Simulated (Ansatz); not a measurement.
The calculation's input:

```
crystal:
  lattice:
    - [-1.4137003962, 1.4137003962, 3.7858245694]
    - [1.4137003962, -1.4137003962, 3.7858245694]
    - [1.4137003962, 1.4137003962, -3.7858245694]
  atoms:
    - { symbol: Hf, position: [0.0, 0.0, 0.0] }
    - { symbol: C, position: [0.2968594533, 0.2968594533, 0.0] }
    - { symbol: C, position: [0.7031405467, 0.7031405467, 0.0] }
basis:
  ecutwfc: 420
kpoints:
  mp_grid: { grid: [22, 22, 22] }
hamiltonian:
  xc: pbe
scf:
  occupations: { method: gaussian, width: 0.1 }
output:
  forces: true
  stress: true
  eigenvalues: true
  write_density: true
  write_potential: true
  elf: true
  volumetric_format: npy
relax:
  adjacent_minimum: "off"
  f_tol: 0.01
  max_steps: 80
  cell: { stress_tol: 0.05 }
```

Command:

```sh
ansatz run input.yaml --threads 1 --pin off --max-ram 2560MiB --backend cpu --events-out ev --progress --plain --runs-dir out
```

Below, planes, directions and counts refer to the conventional cell (a = 2.83 Å, b = 2.83 Å, c = 7.57 Å, α = 90.00°, β = 90.00°, γ = 90.00°).

Space group I4/mmm; a structure generated by program, which may or may not match a known phase.

Level of theory: DFT PBE, scalar-relativistic, plane waves, PAW in Ansatz.

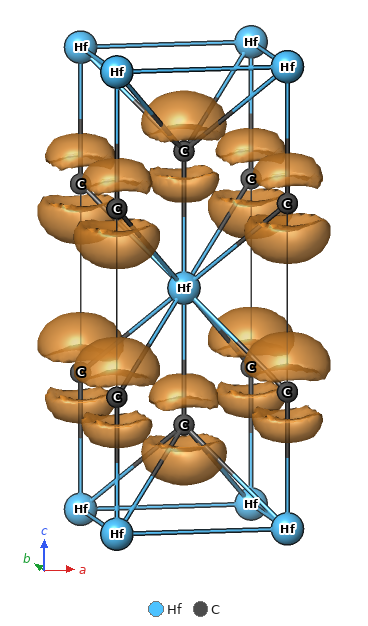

HfC2. Isosurface of the electron localisation function at 0.75 (orange), seen slightly off an axis. Only the valence region is drawn (cores and ρ < 0.01 e/Å³ removed). Sticks mark near contacts.

Identify the bonds, lone pairs and shells in this picture.

Answer. At this value the surface marks out four lobes of the valence shell of C pointing towards Hf and four regions wrapped around C (the valence shell of each), counted in one cell of 6 atoms. Regions shared between cells count once.

Values along the shortest contacts:
Hf–C (2.24 Å): the ELF peaks at about 0.85 in the valence shell of C, 0.6 Å from its nucleus, and is about 0.25 at the midpoint (no localised pair shows between them). Hf–Hf (2.83 Å): the ELF is about 0.30 at the midpoint: no shared electron pair shows on this line.
